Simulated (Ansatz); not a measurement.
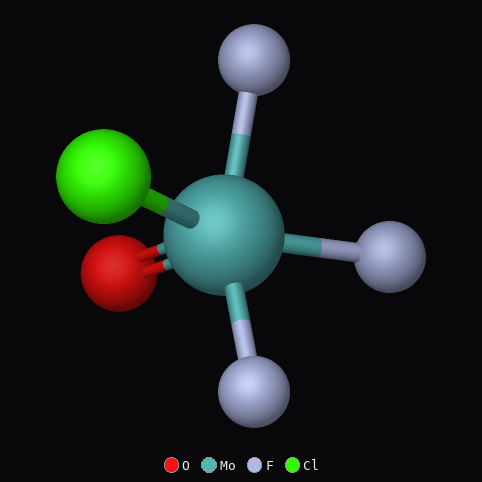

A ball-and-stick model of a molecule. Multiple sticks mark multiple bonds (one Kekulé form).

Charge 0, singlet.

Question: Give the formula.

Answer: MoClOF3, 6 atoms: 1 molybdenum, 1 chlorine, 1 oxygen and 3 fluorine.

Question: Write the SMILES.

Answer: [O]=[Mo]([F])([F])([F])[Cl]

Question: How many atoms are distinct by symmetry?

Answer: 5: 1 O, 1 Mo, 2 F, 1 F, 1 Cl.

Question: Count the bonded pairs by element.

Answer: 3 F–Mo, 1 Mo–O, 1 Cl–Mo.

Question: What is the point group of this geometry?

Answer: Cs.

More results for the same structure follow; atom numbers are the same in all pictures, views and colours differ. Computed geometry: PBE0-D4/def2-TZVP optimisation.

### Geometry

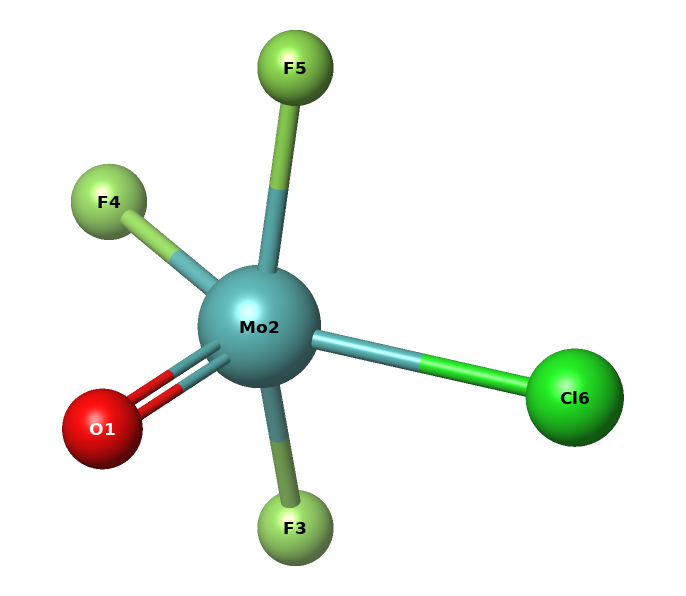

List the bonds and their lengths.

```json
{"bond": "O1–Mo2", "length (Å)": "1.639"}
{"bond": "Mo2–F3", "length (Å)": "1.837"}
{"bond": "Mo2–F4", "length (Å)": "1.836"}
{"bond": "Mo2–F5", "length (Å)": "1.837"}
{"bond": "Mo2–Cl6", "length (Å)": "2.257"}
```

### Electronic properties

Properties computed with RKS r2SCAN-D4/def2-TZVPP, core potentials on Mo (Ansatz 0.2.0).

Predict the main results.

- dipole moment: 0.51 D
- HOMO energy (Kohn–Sham orbital): −9.09 eV
- LUMO energy (Kohn–Sham orbital): −5.79 eV
- HOMO–LUMO gap: 3.29 eV

### Vibrations

Harmonic vibrations computed with RKS PBE0-D4/def2-TZVP, core potentials on Mo (Ansatz 0.2.0) at a stationary point of the same level.

Question: How many vibrational modes are there, and where do they lie?

Answer: 12 modes: 79, 200, 218, 251, 284, 309, 328, 415, 646, 723, 723, 1125 cm⁻¹.

### Charges

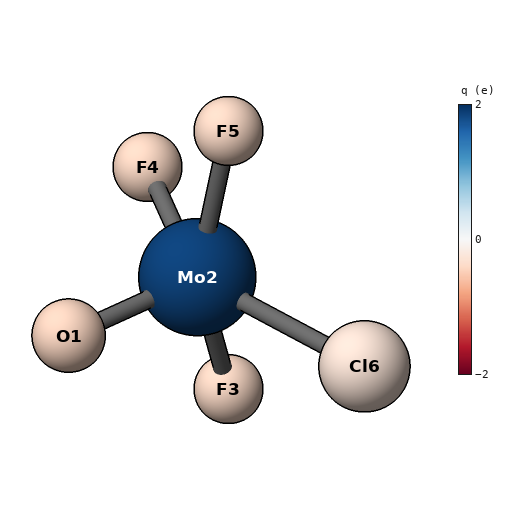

Atoms are coloured by their Mulliken charges. Properties computed with RKS PBE0-D4/def2-TZVP, core potentials on Mo (Ansatz 0.2.0).

List the Mulliken charges.

```
atom  value (e)
  O1      −0.41
 Mo2       1.84
  F3      −0.39
  F4      −0.40
  F5      −0.39
 Cl6      −0.26
```

Mulliken values depend strongly on the basis set and can even reverse the polarity of a bond.
